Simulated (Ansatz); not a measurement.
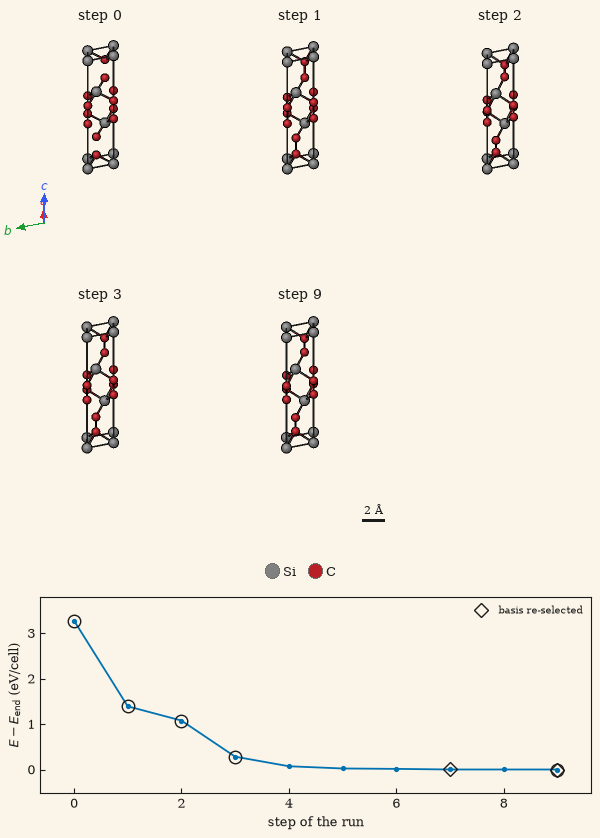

Frames of a relaxation of a crystal of SiC$_{2}$ (a generated structure, set up in R-3m) (coarse preliminary run), marked on the history of the run. Style: ball-and-stick. Shown: the conventional cell (3 times the calculation's cell), from a free direction. Lengths and directions refer to the drawn axes.

The calculation used DFT PBE, scalar-relativistic, plane waves, PAW (Ansatz). Set-up: plane-wave cutoff 420 eV; k-point mesh 6 × 6 × 6; occupations gaussian; smearing width 0.1 eV; no spin polarisation; cell and atoms relaxed; force threshold 0.04 eV/Å; at most 70 steps.

> What happens along the run?

Over 7 accepted moves (9 points after the start) the energy falls by 3.277 eV per cell of the calculation. The largest force component goes from 9.1 to 0.0016 eV/Å. The pressure goes from 54.34 to 0.07 GPa. At 2 points the geometry stayed and the basis and grid were re-selected for the new cell (energy shift of 13.5 meV per cell of the calculation at most each time). The largest moves relative to the cell, 0.24 Å, are those of C atoms. Si stays in place. Cell: a = b 2.776 → 2.912 Å (+4.9 %), c 10.677 → 10.921 Å (+2.3 %). Volume +12.6 %. Some distances before and after: C–C 1.792 → 1.350 Å, C–Si 1.830 → 2.034 Å. New bonds form: C–C (1.79 → 1.35 Å). Among the angles between lasting bonds that change: Si–C–Si 98.7° → 91.4°, C–Si–C 81.3° → 88.6°, C–Si–C 98.7° → 91.4°. The space group stays R-3m (No. 166). Cost: 10 s on 1 thread of Intel(R) Xeon(R) Processor @ 2.70GHz, with other jobs on the host, peak memory 0.32 GiB. From step 0 to 1: C atoms move most (0.10 Å), volume +2.4 %, energy −1.887 eV per cell of the calculation. From step 1 to 2: C atoms move most (0.19 Å), volume −0.7 %, energy −0.313 eV per cell of the calculation. From step 2 to 3: C atoms move most (0.11 Å), volume +6.6 %, energy −0.795 eV per cell of the calculation. From step 3 to 9: C atoms move most (0.05 Å), volume +3.8 %, energy −0.282 eV per cell of the calculation.

| step | E − E(0), meV/atom | largest force component, eV/Å | pressure, GPa | volume, Å³/atom | note |
| --- | --- | --- | --- | --- | --- |
| 0 | 0.00 | 9.0837 | 54.34 | 7.915 |  |
| 1 | -628.87 | 7.5952 | 27.34 | 8.104 |  |
| 2 | -733.32 | 12.8862 | 52.43 | 8.049 |  |
| 3 | -998.18 | 4.1266 | 2.57 | 8.581 |  |
| 4 | -1068.43 | 1.9668 | 1.30 | 8.683 |  |
| 5 | -1084.80 | 0.7856 | 4.15 | 8.792 |  |
| 6 | -1087.71 | 0.0169 | 0.06 | 8.880 |  |
| 7 | -1092.21 | 0.0199 | 0.69 | 8.880 | same geometry, new basis |
| 8 | -1092.22 | 0.0017 | 0.06 | 8.911 |  |
| 9 | -1092.29 | 0.0016 | 0.07 | 8.911 | same geometry, new basis |
